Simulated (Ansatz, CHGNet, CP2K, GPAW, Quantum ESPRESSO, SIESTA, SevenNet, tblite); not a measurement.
## GPAW on random packing of C71N29 (at. %) (109 atoms): settings against a plane-wave reference

Wanted: GPAW inputs and outputs for random packing of C71N29 (at. %) (109 atoms), checked against a plane-wave reference.

Calculated with GPAW 26.7.0; the method is named at each step.

## 1. Starting point

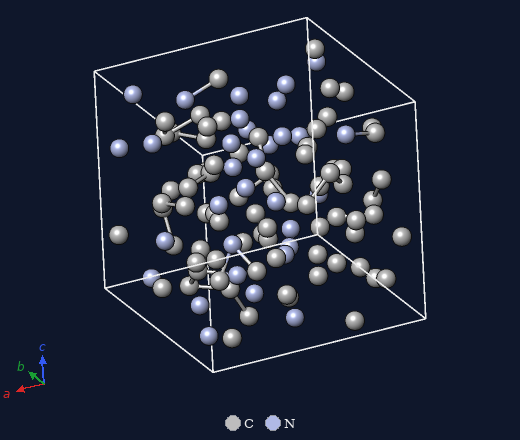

The starting structure, seen from a free direction (carbon light grey, nitrogen light blue). Bonds to atoms that aren't drawn are left out. Some periodic images of atoms are drawn too.

The cell holds 109 atoms: 77 C and 32 N. Its edges and angles: a = 9.809 Å, b = 9.809 Å, c = 9.809 Å, α = 90.0°, β = 90.0°, γ = 90.0°. 109 atoms (77 C, 32 N) packed at random in a cube at 2.42 g/cm³ and pushed apart as soft spheres; a start for melting by ab initio MD, not an equilibrated structure. Then every atom was moved at random, 0.03 Å r.m.s. a Cartesian component.

The yardstick, on the same geometry:

- method: Kohn-Sham DFT, PBE, SSSP efficiency 1.3.0 pseudopotentials, plane waves (Quantum ESPRESSO 7.5); sssp-pbe-1.3.0-efficiency, cutoffs 60/480 Ry, Γ point
- r.m.s. force component: 1.939 eV/Å
- longest force: 8.589 eV/Å
- pressure: -23.83 GPa
- time: 2 min on 4 MPI ranks of Arm Neoverse V2, shared host
- CPU time: 8.1 min

## 2. PBE, LCAO dzp, h 0.18 Å

Method: Kohn-Sham DFT, PBE, PAW, atomic orbitals (dzp).

Input file run.py:

```python
import numpy as np
from ase.io import read
from gpaw import GPAW, FermiDirac
from ase.parallel import parprint as print

atoms = read("structure.xyz")
atoms.calc = GPAW(
    mode="lcao",
    basis="dzp",
    h=0.18,
    xc="PBE",
    kpts={"size": (1, 1, 1), "gamma": True},
    occupations=FermiDirac(0.05),
    maxiter=200,
    symmetry={"point_group": False},
    txt="gpaw.txt",
)
energy = atoms.get_potential_energy(force_consistent=True)
forces = atoms.get_forces()
print(f"energy {energy:.6f} eV")
print("forces (eV/A)")
for i, (a, f) in enumerate(zip(atoms, forces)):
    print(f"{i:4d} {a.symbol:2s} {f[0]:10.5f} {f[1]:10.5f} {f[2]:10.5f}")
print(f"Fermi level {atoms.calc.get_fermi_level():.4f} eV")
for k in range(len(atoms.calc.get_ibz_k_points())):
    for s in range(atoms.calc.get_number_of_spins()):
        e = atoms.calc.get_eigenvalues(kpt=k, spin=s)
        n = np.searchsorted(e, atoms.calc.get_fermi_level())
        print(f"k {k} spin {s} levels about the Fermi level:", np.round(e[max(n - 6, 0):n], 4).tolist(), "|", np.round(e[n:n + 6], 4).tolist())
```

Input file structure.xyz:

```xyz
109
Lattice="9.80880 0.00000 0.00000 0.00000 9.80880 0.00000 0.00000 0.00000 9.80880" Properties=species:S:1:pos:R:3 pbc="T T T"
C 4.67056 5.25487 7.32148
C 0.20167 8.98820 5.13756
C 3.55638 0.60481 7.40859
C 3.51861 2.66191 1.77353
C 3.30959 7.64871 1.97275
C 0.46906 6.19681 3.80140
C 5.53824 1.32350 1.82444
C 6.91579 7.48156 4.73029
C 8.73425 5.68704 8.22615
C 6.27910 2.00306 4.60994
C 1.69123 2.43052 1.80443
C 1.85700 3.36108 5.92461
C 7.45224 5.95002 2.07495
C 5.89048 7.07499 0.42874
C 2.39688 2.96010 4.04466
C 7.75268 0.60618 1.79275
C 0.72948 0.36165 3.75030
C 4.09007 7.24105 0.35312
C 1.98981 5.26428 4.45172
C 7.61545 2.58226 0.00579
C 1.17961 8.22762 2.25426
C 5.21367 3.04338 6.00436
C 9.41400 4.79287 5.47537
C 1.85406 0.61158 5.58425
C 1.62885 0.80432 8.72267
C 4.55295 9.00830 8.47598
C 6.36258 5.84340 3.70488
C 0.79294 4.97561 8.52659
C 8.28824 4.10626 2.63396
C 1.51379 4.99886 0.94655
C 0.66249 4.73912 2.78079
C 7.12070 5.59504 8.79741
C 7.69903 0.93066 4.99474
C 0.34488 7.25528 7.69785
C 6.05782 9.63057 2.84799
C 0.79902 2.76432 3.83151
C 2.84396 0.81276 0.29897
C 8.79182 1.82777 8.09422
C 7.25086 4.35668 4.85055
C 9.17084 9.57780 2.34205
C 4.56001 5.04682 2.78109
C 3.87399 4.96512 0.12241
C 6.42270 6.31020 5.74580
C 5.50489 4.17659 4.49606
C 4.44368 5.26193 5.73648
C 2.60021 8.45666 0.10780
C 9.12003 2.04249 4.58669
C 9.35357 2.78178 2.71978
C 7.40692 9.01183 3.56501
C 0.78166 1.89771 5.75325
C 1.57029 7.35219 4.96335
C 8.24096 6.37248 5.36757
C 0.26072 8.65793 8.90698
C 2.67172 4.82289 6.54983
C 0.20422 3.48261 7.10540
C 0.24836 3.02543 0.69976
[... 49 atom lines left out ...]
N 4.51931 3.16579 3.13440
N 5.04084 3.51420 7.74621
N 4.86232 0.99716 9.07275
N 9.36093 1.15548 1.08662
```

The run is started by

```console
$ OMP_NUM_THREADS=1 mpirun -np 2 gpaw python run.py > output.txt
```

The program printed:

```text
energy -563.769074 eV
forces (eV/A)
   0 C    -0.55718   -0.18396   -1.73081
   1 C     2.12353   -1.91878   -2.46861
   2 C    -1.03847    0.51199   -0.78688
   3 C    -0.75052    3.51775   -0.54585
   4 C     0.76092   -1.54203   -1.02825
   5 C     2.58528    1.48978   -0.23677
   6 C     0.74028   -3.19323    1.49165
   7 C     1.14124   -2.37439    0.30396
   8 C    -2.69317    3.57973   -1.75426
   9 C     1.31366   -3.75584    2.75417
  10 C     2.37256   -2.09363   -1.38698
  11 C     1.96653   -1.66972   -0.11627
  12 C     1.59796    2.19709    2.10755
  13 C    -0.90240    1.95428    0.45434
  14 C    -3.25063   -2.55712    1.13867
  15 C     2.68811    3.45605    0.37275
  16 C    -1.27138    0.02355   -0.47471
  17 C    -3.53419    1.62950   -0.02808
  18 C     0.89162    2.23914   -1.49844
  19 C    -1.95895   -0.01433   -2.00133
  20 C    -1.66018   -1.87976    1.35393
  21 C    -1.14957   -2.73007    0.17470
  22 C    -0.81539    1.54671    0.22138
  23 C    -0.83009    2.45618   -2.14769
[...]
101 N    -0.38033    1.62744   -0.44493
 102 N    -2.13967   -0.48137    1.85405
 103 N    -1.73194    3.07161    1.92855
 104 N    -0.26464    1.95654   -1.41827
 105 N    -0.98139    0.58845   -2.37063
 106 N     0.54673    2.24518   -3.83588
 107 N    -2.37991    1.19458   -0.58298
 108 N    -1.58238   -2.64812   -0.40882
Fermi level 6.4104 eV
k 0 spin 0 levels about the Fermi level: [6.209, 6.2685, 6.3168, 6.3361, 6.3521, 6.4033] | [6.423, 6.4457, 6.4877, 6.5458, 6.5489, 6.599]
```

gpaw.txt:

```text
Input parameters:
  mode=LCAO(),
  basis={'default': 'dzp'},
  h=0.18,
  kpts=MonkhorstPack(size=(1, 1, 1), gamma=True),
  maxiter=200,
  occupations=Occupations(name='fermi-dirac', width=0.05, fixmagmom=False),
  symmetry=Symmetry(point_group=False),
  xc=XC(name='PBE')
Unit cell  # Å
| periodic |        x |        y |        z |  lengths |    angles |
|----------|----------|----------|----------|----------|-----------|
|      yes | 9.808800 | 0.000000 | 0.000000 | 9.808800 | 90.000000 |
|      yes | 0.000000 | 9.808800 | 0.000000 | 9.808800 | 90.000000 |
|      yes | 0.000000 | 0.000000 | 9.808800 | 9.808800 | 90.000000 |
Number of symmetries: 1
Symmetry operations  # r_c * U_cc + t_c -> r_c
|   | kind |            matrix            |
|---|------|------------------------------|
| 0 |  E   |  1, 0, 0,  0, 1, 0,  0, 0, 1 |
BZ-sampling:
  Number of BZ points: 1
  Number of IBZ points: 1
  Monkhorst-Pack size: [1, 1, 1]
  Monkhorst-Pack shift: [0, 0, 0]
[... lines left out ...]
      Number of RI-basis functions 0
Reference energy: -126542.453027  # eV
eigensolver:
density mixing:
  MSR1-Mixer
occupation numbers:
  Fermi-Dirac:
    width: 0.0500  # eV
FastPoissonSolver using
    Stencil: 6*3+1=19 point O(h^6) finite-difference Laplacian
xc functional:
  name: PBE with 2 nearest neighbor stencil
interpolation: tri-quintic # 5. degree polynomial
Initialization done in: 4.308 s
convergence criteria:
- Maximum [total energy] change in last 3 cyles: 0.0005 eV / valence electron
- Maximum integral of absolute [dens]ity change: 0.0001 electrons / valence electron
- Maximum integral of absolute [eigenst]ate change: 4e-08 eV^2 / valence electron
maximum number of iterations: 200
SCF iterations
|iter     |      energy | eigst |  dens |
|---------|-------------|-------|-------|
|iter:   1| -569.978155 |      c|       |
|iter:   2| -567.289329 |      c| -1.12 |
|iter:   3| -573.974316 |      c| -1.18 |
|iter:   4| -571.131147 |      c| -1.17 |
[...]
|iter:   9| -563.593864 |      c| -1.90 |
|iter:  10| -563.595739 |      c| -2.16 |
|iter:  11| -563.599607c|      c| -2.26 |
|iter:  12| -563.535708c|      c| -2.27 |
|iter:  13| -563.528869c|      c| -2.65 |
[...]
|iter:  20| -563.524799c|      c| -3.65 |
|iter:  21| -563.524663c|      c| -3.79 |
|iter:  22| -563.524676c|      c| -4.00c|
Converged in 22 steps
SCF loop duration: 143.464 s (6.521 s/step)
Energy contributions relative to reference atoms: (reference = -126542.453027)
Energy contributions:
  Kinetic:          24.024001
  Coulomb:        -109.534991
  Zero:              9.605697
  External:          0.000000
  Xc:             -487.374986
  Entropy:          -0.488796
  Spinorbit:         0.000000
  ----------------------------
  Free energy:    -563.769074
  Extrapolated:   -563.524676
dipole moment: (-16.873218, 14.084829, -81.364694)  # |e|*Ang
Fermi level: 6.410
Eigenvalues  # (at kpt = [0.000, 0.000, 0.000])
| band index |      eig [eV] | occ [0-2] |
|------------|---------------|-----------|
|          0 |       -15.070 |     2.000 |
|        ... |               |           |
|        226 |         6.072 |     1.998 |
|        227 |         6.144 |     1.990 |
[...]
|        241 |         6.693 |     0.007 |
|        ... |               |           |
|        284 |         8.561 |     0.000 |
Gap: 0.020 eV
Transition (v -> c):
  (s=0, k=0, n=233, [0.00, 0.00, 0.00]) -> (s=0, k=0, n=234, [0.00, 0.00, 0.00])
No difference between direct/indirect transitions
Force computation time: 14.087  # s
```

Run time: 2.7 min. Hardware: 2 MPI ranks of Arm Neoverse V2, shared host; peak memory 1.7 GiB.

Banners, paths, timers and routine set-up lines are dropped from the logs unmarked, and long logs keep their key lines alone; longer cuts are marked.

Compared with the plane-wave run:

```
r.m.s. force component                  : 1.907 eV/Å
r.m.s. difference of force components   : 78.18 meV/Å
longest difference of force vectors     : 255.3 meV/Å
force difference over r.m.s. force      : 4.032 %
slope of forces against the reference's : 0.9829
correlation of force components         : 0.9993
```

Length of the force difference by element (eV/Å):

```csv
element,atoms,mean,most
C,77,0.12,0.26
N,32,0.13,0.21
```

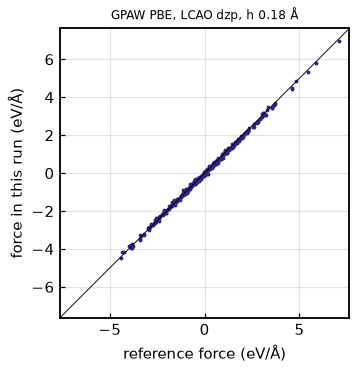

Force components against those of the reference; the line marks equality.

A closer look about C72, picked at random: 10 atoms, nearest first, numbered in the order of the input, with positions taken from that point.

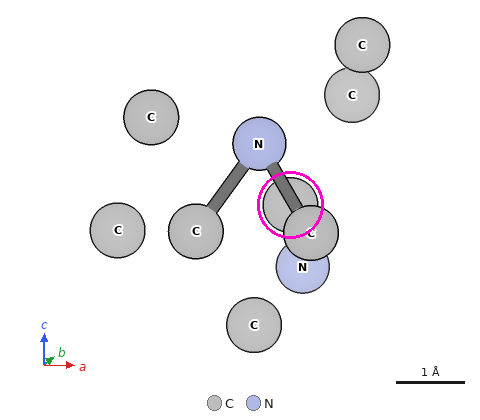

The atoms of the table, within 2.7 Å (arrows a, b, c point along x, y, z); some may hide others; the central atom is ringed.

```csv
atom,x,y,z,distance (Å),Fx,Fy,Fz (eV/Å)
C72,0.00,0.00,0.00,0.00,1.07,-2.33,-0.13
N105,-0.17,-1.25,1.12,1.69,-0.26,1.96,-1.42
C14,0.74,-1.75,-0.10,1.90,-0.90,1.95,0.45
C18,-1.06,-1.58,-0.18,1.91,-3.53,1.63,-0.03
C26,-0.60,0.19,-1.86,1.97,3.05,3.44,-2.27
N108,-0.29,1.98,-1.27,2.37,-2.38,1.19,-0.58
C46,-2.55,-0.36,-0.42,2.61,1.62,-0.05,-0.19
C35,0.90,0.81,2.32,2.61,0.81,-1.04,1.22
C5,-1.84,-1.17,1.44,2.62,0.76,-1.54,-1.03
C7,0.38,2.31,1.29,2.68,0.74,-3.19,1.49
```

Atoms are counted from 1 here, from 0 in the log.

Forces lie 4.0 % from the reference's, at 0.67 times its CPU time (on 2 against 4 cores).

## 3. PBE, LCAO szp(dzp), h 0.18 Å

Method: Kohn-Sham DFT, PBE, PAW, atomic orbitals (szp(dzp)).

Changes to run.py since step 2:

```diff
@@ -3,3 +3,2 @@
 from gpaw import GPAW, FermiDirac
-from ase.parallel import parprint as print
 
@@ -8,3 +7,3 @@
     mode="lcao",
-    basis="dzp",
+    basis="szp(dzp)",
     h=0.18,
```

structure.xyz is that of step 2.

The run is started by

```console
$ OMP_NUM_THREADS=1 python run.py > output.txt
```

The program printed:

```text
energy -535.120487 eV
forces (eV/A)
   0 C    -0.58911    0.28820   -1.16091
   1 C     1.95555   -1.68328   -2.46552
   2 C    -1.21958    0.86260   -0.81441
   3 C    -0.63223    2.92602   -0.76778
   4 C     0.20629   -0.95415   -0.04772
   5 C     1.95883    1.18812   -0.11773
   6 C     0.53248   -2.71035    1.15829
   7 C     1.30216   -1.57324   -0.01412
   8 C    -1.99698    3.42173   -2.09130
   9 C     1.02244   -3.30197    1.99593
  10 C     2.09734   -1.89668   -1.24011
  11 C     2.30450   -1.99010   -0.39455
  12 C     0.92319    1.97378    1.83432
  13 C     0.25213    1.46553   -0.06167
  14 C    -2.67689   -2.08777    0.92730
  15 C     1.90316    3.11140   -0.13070
  16 C    -1.50649    0.29589   -0.68658
  17 C    -3.87796    1.38330   -1.37002
  18 C     0.84765    1.82398   -1.40137
  19 C    -1.62254   -0.35106   -1.17407
  20 C    -1.34063   -1.51027    0.76250
  21 C    -1.15192   -2.50929    0.16575
  22 C    -0.73784    1.68231    0.45256
  23 C    -0.36234    1.70830   -1.56710
[...]
101 N    -0.67792    1.32585   -0.35563
 102 N    -1.47723   -0.23309    1.61881
 103 N    -1.31022    2.69776    1.54032
 104 N     0.04610    1.62101   -0.10475
 105 N    -0.60805    0.28332   -2.09023
 106 N    -0.19650    1.67892   -3.47743
 107 N    -2.39657    1.40604   -0.27078
 108 N    -1.22851   -2.43496   -0.75271
Fermi level 6.1544 eV
k 0 spin 0 levels about the Fermi level: [5.9553, 6.0074, 6.0641, 6.0845, 6.0993, 6.1512] | [6.1648, 6.1872, 6.2281, 6.281, 6.2916, 6.3432]
```

gpaw.txt:

```text
Input parameters:
  mode=LCAO(),
  basis={'default': 'szp(dzp)'},
  h=0.18,
  kpts=MonkhorstPack(size=(1, 1, 1), gamma=True),
  maxiter=200,
  occupations=Occupations(name='fermi-dirac', width=0.05, fixmagmom=False),
  symmetry=Symmetry(point_group=False),
  xc=XC(name='PBE')
Unit cell  # Å
| periodic |        x |        y |        z |  lengths |    angles |
[... lines left out ...]
  Fermi-Dirac:
[... lines left out ...]
convergence criteria:
- Maximum [total energy] change in last 3 cyles: 0.0005 eV / valence electron
[... lines left out ...]
Converged in 25 steps
[... lines left out ...]
  Free energy:    -535.120487
  Extrapolated:   -534.870870
dipole moment: (-17.013510, 13.805642, -81.604672)  # |e|*Ang
Fermi level: 6.154
Eigenvalues  # (at kpt = [0.000, 0.000, 0.000])
| band index |      eig [eV] | occ [0-2] |
|------------|---------------|-----------|
|          0 |       -15.327 |     2.000 |
|        ... |               |           |
|        226 |         5.824 |     1.997 |
|        227 |         5.881 |     1.992 |
[...]
|        241 |         6.429 |     0.008 |
|        ... |               |           |
|        284 |         8.268 |     0.000 |
Gap: 0.014 eV
Transition (v -> c):
  (s=0, k=0, n=233, [0.00, 0.00, 0.00]) -> (s=0, k=0, n=234, [0.00, 0.00, 0.00])
No difference between direct/indirect transitions
Force computation time: 19.409  # s
timing:  # [seconds]
  Total:  244.831  # ━━━━━━━━━━━━━━━━━━━━━━━━━━━━━━━━━━━━━━━━━━━━━━━━━━━━━━━━
  Init:     7.006  # ━╸
  SCF:    218.386  # ━━━━━━━━━━━━━━━━━━━━━━━━━━━━━━━━━━━━━━━━━━━━━━━━━━
  Forces:  19.409  # ━━━━╸
```

The job ended after 4.1 min (1 thread; peak memory 1.2 GiB).

Numbers from this run, and their distance from the reference:

* r.m.s. force component: 1.651 eV/Å
* r.m.s. difference of force components: 506.8 meV/Å
* longest difference of force vectors: 1617 meV/Å
* force difference over r.m.s. force: 26.13 %
* slope of forces against the reference's: 0.8281
* correlation of force components: 0.9729

This is a coarse setting, run to see what it loses.

Against the first run (4.0 %), the force difference from the reference is 26 %, at 0.75 times the CPU time (on 1 against 2 cores), with 981 basis functions against 1417: the smaller basis costs accuracy.

## 4. PBE, LCAO dzp, h 0.18 Å, other mixer settings

Method: Kohn-Sham DFT, PBE, PAW, atomic orbitals (dzp).

Changes to run.py since step 3:

```diff
@@ -2,3 +2,4 @@
 from ase.io import read
-from gpaw import GPAW, FermiDirac
+from gpaw import GPAW, FermiDirac, Mixer
+from ase.parallel import parprint as print
 
@@ -7,3 +8,3 @@
     mode="lcao",
-    basis="szp(dzp)",
+    basis="dzp",
     h=0.18,
@@ -12,2 +13,3 @@
     occupations=FermiDirac(0.05),
+    mixer=Mixer(0.03, 7, 100),
     maxiter=200,
```

structure.xyz is that of step 3.

The run is started by

```console
$ OMP_NUM_THREADS=1 mpirun -np 4 gpaw python run.py > output.txt
```

The program printed:

```text
energy -563.769054 eV
forces (eV/A)
   0 C    -0.56278   -0.18382   -1.73478
   1 C     2.12757   -1.91550   -2.47025
   2 C    -1.04698    0.51269   -0.78188
   3 C    -0.75218    3.51363   -0.54613
   4 C     0.75264   -1.53786   -1.01905
   5 C     2.58305    1.48888   -0.23602
   6 C     0.73686   -3.18798    1.48657
   7 C     1.13862   -2.37999    0.30977
   8 C    -2.69325    3.58627   -1.75205
   9 C     1.31466   -3.75350    2.74525
  10 C     2.37165   -2.09084   -1.38744
  11 C     1.97180   -1.66778   -0.11661
  12 C     1.59468    2.19617    2.10971
  13 C    -0.89787    1.95735    0.45499
  14 C    -3.25121   -2.55473    1.13718
  15 C     2.68854    3.45574    0.37391
  16 C    -1.27348    0.02427   -0.47564
  17 C    -3.53817    1.63092   -0.03661
  18 C     0.89024    2.23497   -1.49175
  19 C    -1.96044   -0.01314   -1.99713
  20 C    -1.65423   -1.87443    1.34909
  21 C    -1.15175   -2.72961    0.17047
  22 C    -0.81822    1.54354    0.21749
  23 C    -0.82894    2.44544   -2.14078
[...]
101 N    -0.39038    1.62496   -0.44121
 102 N    -2.12703   -0.48462    1.85243
 103 N    -1.72432    3.06743    1.91917
 104 N    -0.26773    1.95453   -1.41872
 105 N    -0.98123    0.58860   -2.36648
 106 N     0.52728    2.23615   -3.83088
 107 N    -2.38238    1.18760   -0.57353
 108 N    -1.57595   -2.65200   -0.41141
Fermi level 6.4102 eV
k 0 spin 0 levels about the Fermi level: [6.2089, 6.2684, 6.3168, 6.3357, 6.3519, 6.4032] | [6.4229, 6.4455, 6.4873, 6.5457, 6.5488, 6.5988]
```

gpaw.txt:

```text
Input parameters:
  mode=LCAO(),
  basis={'default': 'dzp'},
  h=0.18,
  kpts=MonkhorstPack(size=(1, 1, 1), gamma=True),
  maxiter=200,
  mixer=Pulay(name='pulay', nmaxold=7, beta=0.03, weight=100, sigma=0.015, g_ss=None),
  occupations=Occupations(name='fermi-dirac', width=0.05, fixmagmom=False),
  symmetry=Symmetry(point_group=False),
  xc=XC(name='PBE')
Unit cell  # Å
[... lines left out ...]
  Fermi-Dirac:
[... lines left out ...]
convergence criteria:
- Maximum [total energy] change in last 3 cyles: 0.0005 eV / valence electron
[... lines left out ...]
Converged in 25 steps
[... lines left out ...]
  Coulomb:        -109.443229
  Zero:              9.634549
  External:          0.000000
  Xc:             -487.347172
  Entropy:          -0.488800
  Spinorbit:         0.000000
  ----------------------------
  Free energy:    -563.769054
  Extrapolated:   -563.524654
dipole moment: (-16.870483, 14.083436, -81.365201)  # |e|*Ang
Fermi level: 6.410
Eigenvalues  # (at kpt = [0.000, 0.000, 0.000])
| band index |      eig [eV] | occ [0-2] |
|------------|---------------|-----------|
|          0 |       -15.070 |     2.000 |
|        ... |               |           |
|        226 |         6.072 |     1.998 |
|        227 |         6.143 |     1.990 |
[...]
|        241 |         6.693 |     0.007 |
|        ... |               |           |
|        284 |         8.561 |     0.000 |
Gap: 0.020 eV
Transition (v -> c):
  (s=0, k=0, n=233, [0.00, 0.00, 0.00]) -> (s=0, k=0, n=234, [0.00, 0.00, 0.00])
No difference between direct/indirect transitions
Force computation time: 7.038  # s
```

Elapsed: 1.9 min, on 4 MPI ranks; peak memory 2.3 GiB; 7.5 min of CPU time.

Compared with the plane-wave run:

```
r.m.s. force component                          : 1.906 eV/Å
r.m.s. difference of force components           : 80.25 meV/Å
longest difference of force vectors             : 258.3 meV/Å
force difference over r.m.s. force              : 4.138 %
slope of forces against the reference's         : 0.982
correlation of force components                 : 0.9993
energy less the same-level run's                : 0.0002 meV/atom
r.m.s. force difference from the same-level run : 5.15 meV/Å
```

Against the first run (4.0 %), the force difference from the reference is 4.1 %, at 1.4 times the CPU time (on 4 against 2 cores): another solver or mixer reaches the same state.

(Continued in part 2 of 2.)

[Also dropped from logs without a mark: logging warnings of Python, and SIESTA's first energy breakdown and zero terms.]

[Logs are printed without paths, hosts, clocks, repeated set-up lines and the standing remarks that a program may print on its own settings, such as how far it seeks lower states.]

[Hosts, paths, dates, database ids (printed as entryN), source tags and the programs' standing remarks are cut or masked in the printed files.]
